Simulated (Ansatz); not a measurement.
# V2COS MXene monolayer in a perpendicular field, part 2 of 5

Wanted: the out-of-plane response of the V2COS MXene monolayer. A positive field points along +c.

Ansatz 0.2.0; plane-wave DFT, RPBE+U-D3(BJ), Ansatz PAW (set soft_1); PAW set soft_1 (the session's first sound run).

So far. Step 2 (Relaxing the slab): The lattice constant a goes from 3.012 to 2.869 Å.

### Step 3. Single point, field 0

A sawtooth potential applies the field, turning back in the middle of the vacuum. With the dipole correction the typed value is the field outside the slab. The induced dipole is small, so the SCF threshold is tight.

The cell differs from the one that the last finished run ended in (c 41.231 → 22.905 Å).

Input file input.yaml:

```yaml
crystal:
  lattice:
    - [2.8687095752, 0.0, 0.0]
    - [-1.4343547876, 2.4843753682, 0.0]
    - [0.0, 0.0, 22.905071398]
  atoms:
    - { symbol: S, position: [0.3333333333, 0.6666666667, 0.3929260836], spin: 0.07 }
    - { symbol: V, position: [0.6666666667, 0.3333333333, 0.4631081274], spin: -0.48 }
    - { symbol: C, position: [0.0, 0.0, 0.5104375671], spin: -0.05 }
    - { symbol: V, position: [0.3333333333, 0.6666666667, 0.5628306562], spin: 0.74 }
    - { symbol: O, position: [0.6666666667, 0.3333333333, 0.6070739164], spin: -0.03 }
magnetization:
  spin_polarized: true
kpoints:
  mp_grid: { grid: [18, 18, 1] }
  band_path:
    path: [[0, 0, 0], [0.5, 0, 0], [0.33333333, 0.33333333, 0], [0, 0, 0]]
    npoints: 16
hamiltonian:
  xc: rpbe
  dispersion: d3bj
  hubbard: { sites: [{ species: V, l: d, u_eff: 3.0 }] }
  pseudopotentials: { kind: paw, azcp: { folder: soft_1 } }
scf:
  occupations: { method: fermi_dirac, width: 0.05 }
  convergence: { dr2_threshold: 1.0e-10 }
efield:
  axis: 3
  dipole_correction: true
  ramp_position: 0.97
  ramp_width: 0.06
  amplitude: 0
output:
  dos: { projected: true, e_range: [-6, 5] }
  bader: true
  write_potential: true
  write_density: true
  volumetric_format: npy
  elf: true
```

Started as:

```
ansatz run input.yaml --threads 4 --pin off --max-ram 6144MiB --backend cpu --events-out ev --progress --plain --runs-dir out
```

Numbers of over 12 decimals in the logs are rounded to 6 here.

The program printed:

```text
[...]
Crystal: 5 atoms, lattice volume = 163.243 Å³
Basis set: ecut = 420 eV, 3197 PW (Γ)
Bands: 27, of which v1, the nominal top of the filled ones, is band 21 counted from 1 (20 counted from 0)
Symmetry: 6 space group operations
k-points: 37 of 324 (time reversal used)
[...]
Starting moments: Σ|m| = 1.37 μB on 5 of 5 sites
[...]
SCF iter   1: F=—  HF=-7571.061131 eV  |F-HF|=—  |Δ(HF+E_count)|=         —  Δρ=6.23e-2 (↑6.23e-2 ↓5.31e-2)  dr2=2.92e1  dr2_m=1.76e-1  M=0.104 μB ∫|m|=0.822 μB  β_m=0.30  ethr=3.10e-3  p=-0.000 e·Å  D=-5.37e-7 V/Å  ΔV_dip=0.00 eV  dr2_dipole=3.46e-1  V_vac-E_F(+/−)=7.77/7.77 eV  ⟨swp⟩=11.3  Hψ=13126  notcnv=0
efield: sawtooth ramp at fractional position 0.9700 (set: `efield.ramp_position`, or a place that a band, a saddle search or an elastic batch's reference lends), width 0.0600; the density the first Hamiltonian is built on has a dipole p = -0.000 e·Å; the dipole correction subtracts the counter field D = -5.37e-7 V/Å, which shifts the + side's vacuum level by +0.00 eV against the − side's; the planar-averaged density in the ramp window peaks in size at 7.5e-6 e/Å³
[...]
SCF iter   2: F=—  HF=-7566.196188 eV  |F-HF|=—  |Δ(HF+E_count)|=    4.86e0  Δρ=2.06e-2 (↑1.97e-2 ↓2.06e-2)  dr2=1.37e1  dr2_m=2.12e-2  M=0.301 μB ∫|m|=1.137 μB  β_m=0.30  ethr=3.10e-3  p=-0.000 e·Å  D=-3.81e-7 V/Å  ΔV_dip=0.00 eV  dr2_dipole=2.33e0  V_vac-E_F(+/−)=8.64/8.64 eV  ⟨swp⟩=4.1  Hψ=6089  notcnv=0  defer=21  κ⁻¹=1.0e0(r=1)
[...]
SCF iter  12: F=—  HF=-7565.246226 eV  |F-HF|=—  |Δ(HF+E_count)|=   1.11e-2  Δρ=1.84e-3 (↑1.67e-3 ↓1.84e-3)  dr2=1.32e-1  dr2_m=3.44e-4  M=0.255 μB ∫|m|=1.349 μB  β_m=1.20  ethr=6.02e-6  p=-0.064 e·Å  D=-7.09e-2 V/Å  ΔV_dip=1.62 eV  dr2_dipole=2.98e-2  V_vac-E_F(+/−)=6.53/4.91 eV  ⟨swp⟩=3.8  Hψ=4589  notcnv=0  defer=2  κ⁻¹=1.0e0(r=1)
density mixer auto → broyden: no gap read (density of states about μ 1.15 of a free-electron gas's, 14 screened modes)
SCF iter  13: F=—  HF=-7565.242458 eV  |F-HF|=—  |Δ(HF+E_count)|=   3.77e-3  Δρ=1.60e-3 (↑1.60e-3 ↓2.71e-4)  dr2=1.41e-2  dr2_m=9.84e-4  M=0.297 μB ∫|m|=1.377 μB  β_m=1.20  ethr=6.02e-6  p=-0.055 e·Å  D=-6.05e-2 V/Å  ΔV_dip=1.39 eV  dr2_dipole=2.35e-3  V_vac-E_F(+/−)=6.42/5.04 eV  ⟨swp⟩=2.4  Hψ=3472  notcnv=0  defer=3  κ⁻¹=1.6e-3(r=2)
[...]
SCF iter  37: F=-7565.277035 eV  HF=-7565.277035 eV  |F-HF|=2.73e-12  |Δ(HF+E_count)|=  6.37e-11  Δρ=3.85e-8 (↑3.82e-8 ↓3.85e-8)  dr2=7.52e-12  dr2_m=1.33e-13  M=0.323 μB ∫|m|=1.847 μB  ethr=1.00e-12  p=-0.063 e·Å  D=-6.93e-2 V/Å  ΔV_dip=1.59 eV  dr2_dipole=1.35e-12  V_vac-E_F(+/−)=6.58/5.00 eV  ⟨swp⟩=1.8  Hψ=5048  notcnv=0
SCF 1 converged in 37 iterations: F = -7565.277035 eV  dr2 = 7.52e-12
[...]
Symmetry: 2 space group operations
k-points: 91 of 324 (time reversal used)
[...]
SCF iter   1: F=—  HF=-7565.277035 eV  |F-HF|=—  |Δ(HF+E_count)|=         —  Δρ=6.80e-8 (↑6.80e-8 ↓5.20e-8)  dr2=1.08e-11  dr2_m=7.97e-13  M=0.323 μB ∫|m|=1.847 μB  ethr=1.00e-12  p=-0.063 e·Å  D=-6.93e-2 V/Å  ΔV_dip=1.59 eV  dr2_dipole=1.34e-12  V_vac-E_F(+/−)=6.58/5.00 eV  ⟨swp⟩=1.9  Hψ=38443  notcnv=0
efield: sawtooth ramp at fractional position 0.9700 (kept from the solve that this one continues, or follows in the run), width 0.0600; the density the first Hamiltonian is built on has a dipole p = -0.063 e·Å; the dipole correction subtracts the counter field D = -6.93e-2 V/Å, which shifts the + side's vacuum level by +1.59 eV against the − side's; the planar-averaged density in the ramp window peaks in size at 6.5e-6 e/Å³
[...]
SCF iter   2: F=—  HF=-7565.277040 eV  |F-HF|=—  |Δ(HF+E_count)|=   5.09e-6  Δρ=7.84e-5 (↑7.84e-5 ↓7.71e-5)  dr2=1.19e-4  dr2_m=6.50e-7  M=0.323 μB ∫|m|=1.847 μB  ethr=2.38e-6  p=-0.062 e·Å  D=-6.88e-2 V/Å  ΔV_dip=1.58 eV  dr2_dipole=2.55e-5  V_vac-E_F(+/−)=6.58/5.00 eV  ⟨swp⟩=1.0  Hψ=28185  notcnv=0
[...]
SCF iter   7: F=-7565.277035 eV  HF=-7565.277035 eV  |F-HF|=1.82e-12  |Δ(HF+E_count)|=  3.64e-12  Δρ=1.31e-8 (↑1.31e-8 ↓1.15e-8)  dr2=2.65e-12  dr2_m=3.91e-14  M=0.323 μB ∫|m|=1.847 μB  ethr=1.00e-12  p=-0.063 e·Å  D=-6.93e-2 V/Å  ΔV_dip=1.59 eV  dr2_dipole=3.59e-14  V_vac-E_F(+/−)=6.58/5.00 eV  ⟨swp⟩=1.9  Hψ=11630  notcnv=0
an SCF along what the orbitals of the run's state read of its open shells (or to have them read: on a GPU, or by another smearing), with 4 of the crystal's symmetry operations given up (91 k-points in place of 37), reached no lower state that the run goes on to. This is no proof of a minimum
[...]
this state was not tested for a lower state beside it, because the mixer in use, unlike msr1, does not test its closes by its own steps (another_mixer; see scf.mixing.algorithm and scf.lower_state_search)
NSCF: frozen V_eff on 49 k-points
[...]
SCF converged after 37 iterations
an eigenvalue changed by more than its tolerance at an iteration that met the thresholds in force, so the SCF went on 1 time: the last check found none over its tolerance
Magnetization: 0.3227 μB (21.1613 up, 20.8387 down)
Absolute magnetization: 1.8473 μB (∫|ρ↑−ρ↓|, with the PAW one-centre terms)
[...]
Per-site moments (μB) at R_I (Å): [(0.067513, 0.952089), (-0.488606, 0.816542), (-0.045240, 0.816542), (0.751518, 0.800944), (-0.034208, 0.800944)]
Free energy (F): -7565.277035 eV
[...]
Internal energy: -7565.262982 eV  (E = F + TS)
E sigma→0 (E₀):  -7565.270009 eV
Entropy (-TS):   -0.014053 eV (-2.811 meV/atom)
Fermi energy:    0.635407 eV
Dipole field:    D = -0.069311 V/Å  (p = -0.062528 e·Å, saw-weighted, corrected)
Work function:   Φ+ = 6.5837 eV   Φ− = 4.9962 eV
Levels:          The Fermi level and band energies are counted from a zero that moves with the ramp; work functions are not
[...]
--- Band table (eV; the first three rows and the last of 74) ---
  k-point 0 ↑: bands = [... 17 lower, -1.6450, -0.6905, -0.6905, 1.0916, 1.3280, 1.3280, 1.7548, 1.7548, ... 2 higher]
  k-point 1 ↑: bands = [... 17 lower, -1.4943, -0.7230, -0.6857, 0.7726, 1.1806, 1.3716, 1.8716, 1.9225, ... 2 higher]
  k-point 2 ↑: bands = [... 17 lower, -1.4719, -0.8207, -0.6569, 0.2322, 0.9469, 1.3771, 2.0210, 2.2131, ... 2 higher]
  k-point 36 ↓: bands = [... 17 lower, -3.2404, -2.8668, -2.7249, 0.9690, 1.5216, 1.7311, 2.4081, 3.0556, ... 2 higher]
Occupation matrices written to <dir>
--- Bader charges: 5 sites ---
  site symbol  charge [e]  shift [e]    m [muB]
     0      S     -0.6276     0.0019     0.0633
     1      V      1.4792     0.0000    -0.6124
     2      C     -1.6476     0.0024    -0.0489
     3      V      1.8375     0.0041     0.9222
     4      O     -1.0415     0.0038    -0.0015
  estimated error of the sums over rays = 7.4e-4 e
```

It took 2.7 min on 4 threads of Arm Neoverse V1, shared host; peak memory 1.9 GiB.

Numbers from this step:

- energy at zero smearing: -7565.2700 eV
- total moment: 0.3227 μB
- site moments: 0.06751, -0.4886, -0.04524, 0.7515, -0.03421 μB
- work function, upper face: 6.584 eV
- work function, lower face: 4.996 eV
- dipole along the normal: -0.06253 e·Å
- step between the vacuum levels: 1.588 eV

Running mean over a fixed 2.7 Å (it still follows the layers) of the planar mean; the ramp of the sawtooth is left out. Table of electron's electrostatic potential energy less the Fermi level by z:

```tsv
z (Å)	electron's electrostatic potential energy less the Fermi level (eV)
4	5.00
5	4.99
6	4.95
7	4.03
8	-1.46
9	-6.70
10	-11.7
11	-11.8
12	-13.0
13	-11.0
14	-4.96
15	2.66
16	6.40
17	6.58
18	6.58
19	6.58
```

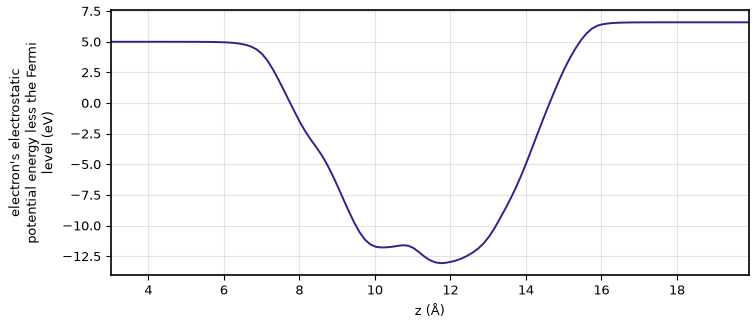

Electron's electrostatic potential energy less the Fermi level against z.

The density of states has structure finer than the step of the table below, so its rows give means over 0.25 eV, whole bins alone (the curve runs from -6 to 1.99 eV). Peaks (eV: height): total -5.530: 8.12, -5.310: 8.07, -4.730: 10.7, -4.400: 11.7, 1.170: 7.84, 1.500: 10.1, 1.720: 7.89; up -5.530: 5.27, -4.730: 7.64, -4.460: 4.91, -3.770: 4.14, 1.000: 3.67, 1.170: 5.73, 1.500: 8.12; down -5.310: 6.59, -4.400: 8.25, -2.970: 4.74, 1.440: 4.59, 1.660: 6.16, 1.720: 7.46, 1.770: 6.76.

Table of density of states by energy, zero at the Fermi level; means over each step; values in states/eV a cell:

```tsv
energy (eV)	total	up	down
-5.75	1.96	1.16	0.803
-5.50	4.05	2.51	1.54
-5.25	4.46	1.50	2.96
-5.00	2.34	1.18	1.16
-4.75	5.25	2.91	2.35
-4.50	6.92	2.87	4.05
-4.25	2.97	1.45	1.52
-4.00	3.28	1.69	1.59
-3.75	4.64	2.12	2.52
-3.50	4.55	2.33	2.21
-3.25	4.01	2.19	1.81
-3.00	3.16	1.20	1.95
-2.75	3.48	1.75	1.74
-2.50	2.33	1.19	1.14
-2.25	2.10	0.860	1.24
-2.00	1.34	0.754	0.590
-1.75	1.21	0.650	0.559
-1.50	1.54	0.838	0.701
-1.25	1.68	1.11	0.570
-1.00	1.45	0.819	0.631
-0.75	2.20	1.32	0.876
-0.50	2.11	0.948	1.16
-0.25	1.59	0.805	0.784
0.00	1.78	1.23	0.546
0.25	1.84	1.45	0.390
0.50	1.80	0.884	0.918
0.75	2.65	1.03	1.61
1.00	3.83	2.38	1.45
1.25	3.94	1.62	2.32
1.50	5.29	3.50	1.79
1.75	4.22	0.467	3.75
```

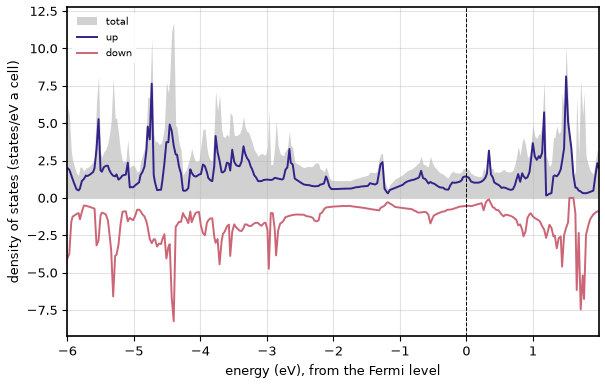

Density of states, plotted against energy. Down spins are drawn negative.

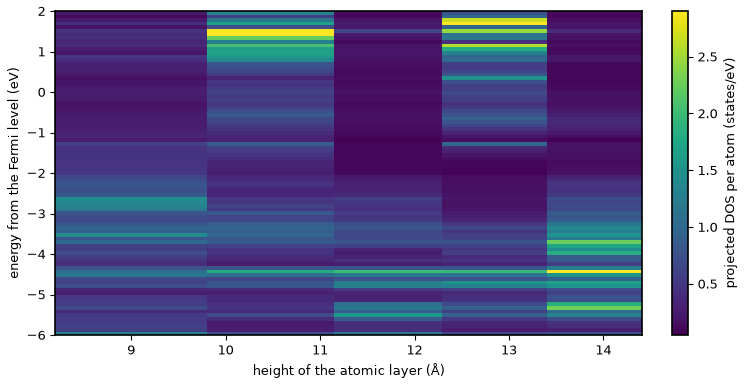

Projected DOS per atom over height of the atomic layer and energy from the Fermi level. Layers: S V C V O from below.

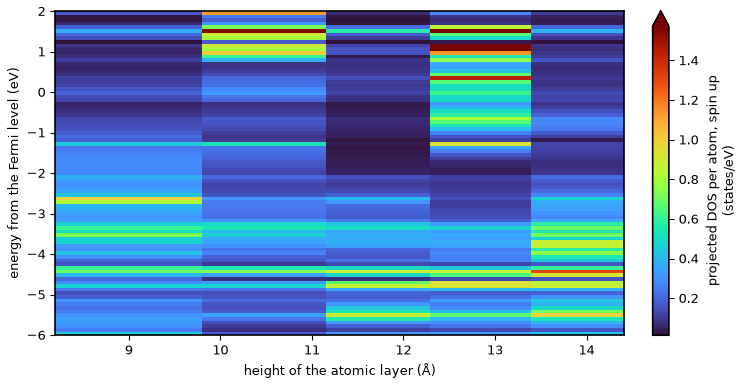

Projected DOS per atom, spin up over height of the atomic layer and energy from the Fermi level. Layers: S V C V O from below.

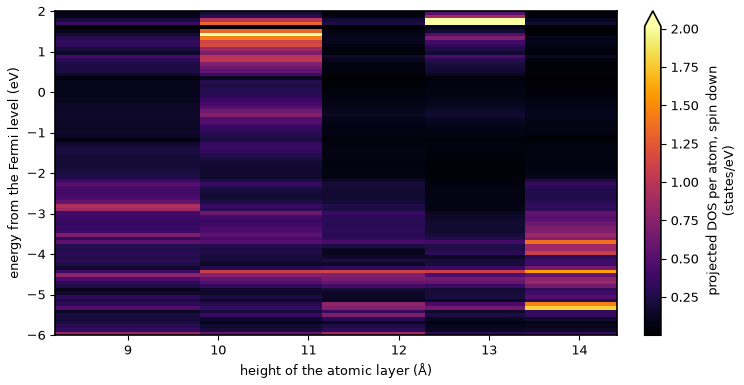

Projected DOS per atom, spin down over height of the atomic layer and energy from the Fermi level. Layers: S V C V O from below.

Deep bands are left out, so band numbers here count from the lowest band kept and differ from the log's. Electronic bands along the path, in eV, zero at the Fermi level; # counts the bands kept:

```tsv
point	up #10	up #11	up #12	up #13	down #8	down #9	down #10	down #11
Γ	0.46	0.69	0.69	1.12	-0.63	-0.63	0.34	0.80
M	-1.16	0.33	0.96	1.49	-2.90	-1.20	-1.07	1.23
K	0.01	0.80	1.02	1.74	-3.50	-3.36	0.33	0.89
Γ	0.46	0.69	0.69	1.12	-0.63	-0.63	0.34	0.80
```

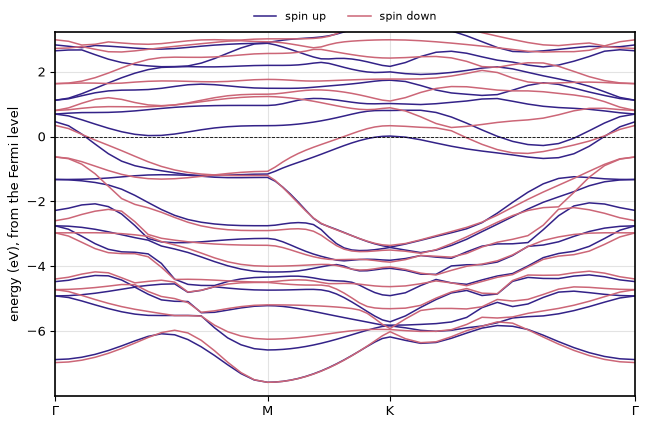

Electronic bands along the path; the two colours are the two spins.

Site moment by atom:

```tsv
atom	site moment (μB)
S1	0.068
V2	-0.489
C3	-0.045
V4	0.752
O5	-0.034
```

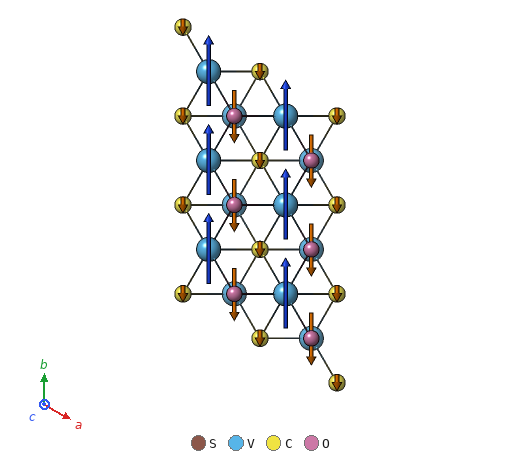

Site moment as arrows, the longest 0.752 μB. Up and down stand for the sign. Arrows give size and sign along the axis of quantisation, drawn up and down the page. Each arrow also spans its atom, so small moments look longer than they are. The two directions have two colours. S lies hidden behind other atoms in this view. 2×3×1 cells are drawn. Some periodic images of atoms are drawn too.

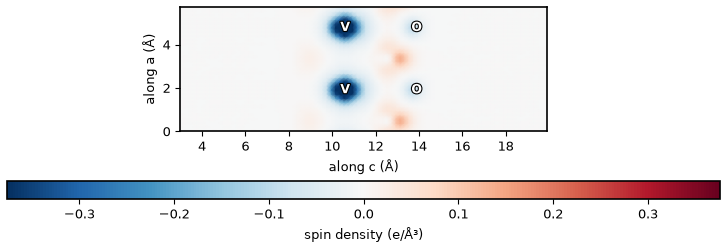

Spin density in the ca plane at fractional y = 0.333, with atoms of V and O within 0.2 Å of it. The far vacuum is left out of the map.

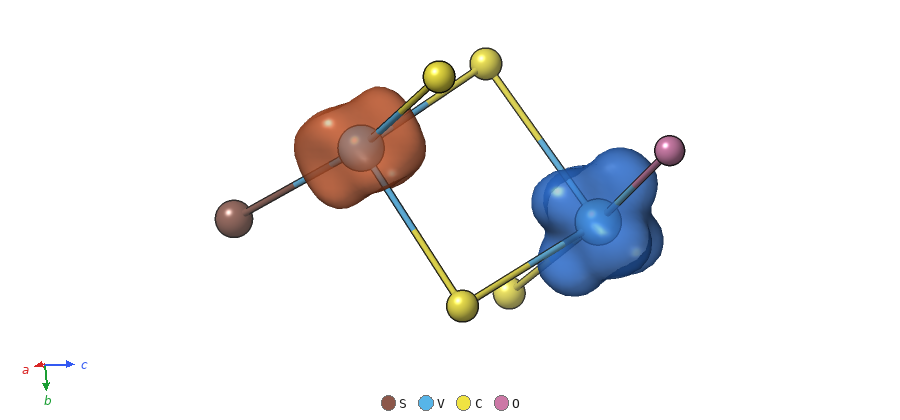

Surfaces of spin density = ±0.19 e/Å³, which hold about 50 % of the integral of its size. The two colours are the two signs.

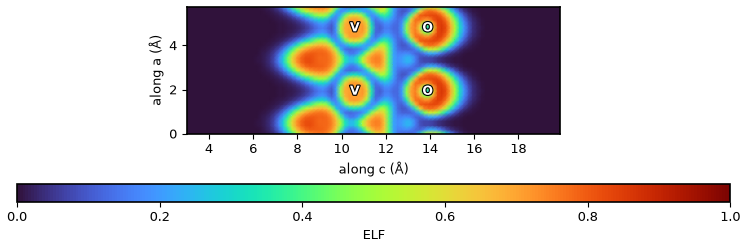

ELF in the ca plane at fractional y = 0.333, with atoms of V and O within 0.2 Å of it. It is the smooth field of the valence electrons, not physical close to the nuclei. The far vacuum is left out of the map.

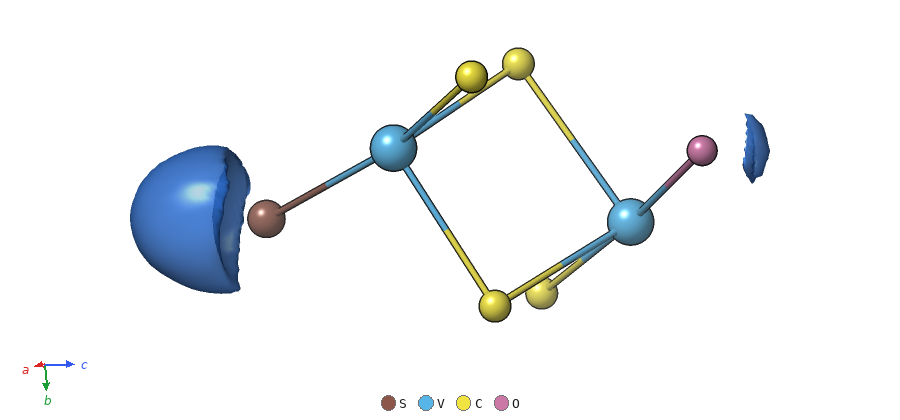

Surface of ELF = 0.85.

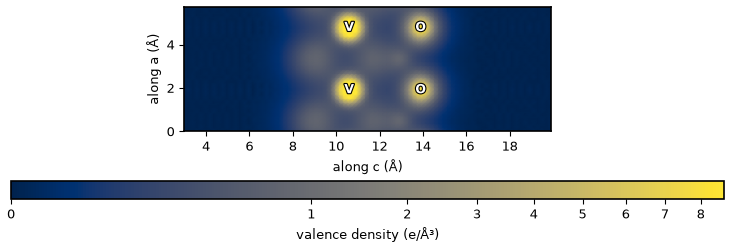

Valence density in the ca plane at fractional y = 0.333, with atoms of V and O within 0.2 Å of it. It is the smooth field of the valence electrons, not physical close to the nuclei. The colour scale is stretched toward low values. The far vacuum is left out of the map.

The work function of the upper face is 6.58 eV.

### Step 4. Atoms held, field 0.1 V/Å

input.yaml, as its differences from that of step 3:

```diff
@@ -29,8 +29,6 @@
   dipole_correction: true
-  ramp_position: 0.97
-  ramp_width: 0.06
-  amplitude: 0
+  ramp_position: 0.9284
+  ramp_width: 0.1262
+  amplitude: 0.1
 output:
-  dos: { projected: true, e_range: [-6, 5] }
-  bader: true
   write_potential: true
@@ -38,2 +36 @@
   volumetric_format: npy
-  elf: true
```

The program printed:

```text
[...]
Crystal: 5 atoms, lattice volume = 163.243 Å³
Basis set: ecut = 420 eV, 3197 PW (Γ)
Bands: 27, of which v1, the nominal top of the filled ones, is band 21 counted from 1 (20 counted from 0)
Symmetry: 6 space group operations
k-points: 37 of 324 (time reversal used)
[...]
Starting moments: Σ|m| = 1.37 μB on 5 of 5 sites
[...]
k-point 1 ↑: bands = [... 17 lower, -1.4883, -0.7102, -0.6726, 0.7820, 1.1880, 1.3821, 1.8789, 1.9294, ... 2 higher]
  k-point 2 ↑: bands = [... 17 lower, -1.4631, -0.8129, -0.6454, 0.2416, 0.9546, 1.3872, 2.0294, 2.2206, ... 2 higher]
  k-point 36 ↓: bands = [... 17 lower, -3.2222, -2.8685, -2.7059, 0.9742, 1.5271, 1.7366, 2.4165, 3.0616, ... 2 higher]
Occupation matrices written to <dir>
[key lines of the parts left out:]
SCF converged after 34 iterations
Magnetization: 0.3202 μB (21.1601 up, 20.8399 down)
Free energy (F): -7565.272062 eV
Fermi energy:    0.644249 eV
Dipole field:    D = -0.040955 V/Å  (p = -0.036947 e·Å, saw-weighted, corrected)
```

It took 2.8 min on 4 threads; peak memory 1.9 GiB; 11 min of CPU time.

The dipole is -0.0369 e·Å, 0.0256 e·Å from its value without field.

(Continued in part 3 of 5.)

[Logs are printed without paths, hosts, clocks, repeated set-up lines and the standing remarks that a program may print on its own settings, such as how far it seeks lower states.]

[Hosts, paths, dates, database ids (printed as entryN), source tags and the programs' standing remarks are cut or masked in the printed files.]

[Maps of the electrostatic potential energy from Ansatz leave out the sawtooth potential of an applied field or a dipole correction, so their vacuum need not be flat; planar profiles and work functions include it.]
